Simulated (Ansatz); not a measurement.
Base system: Ta in the bcc (W type) structure (space group Im-3m, No. 229; a = 3.254 Å).

Structures relaxed with LDA (Ansatz, a program for electronic structure; PAW; 420 eV plane waves; no spin-orbit coupling).

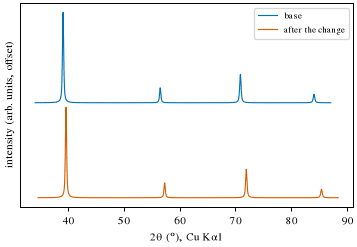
Figure: Simulated powder patterns before (top) and after one change

Question: Which change produced these results?
A. pressure 15 GPa
B. pressure 9 GPa
C. pressure −2 GPa
D. pressure 30 GPa

Answer: B, pressure 9 GPa. Its volume per atom is 16.58 Å³ against 17.23 Å³, and its space group is Im-3m (No. 229).

Load acts through the strain it causes; cell and atoms are relaxed under it. Stability against distortions was not tested. Competing high-pressure phases were not computed. All final runs are without spin polarisation.
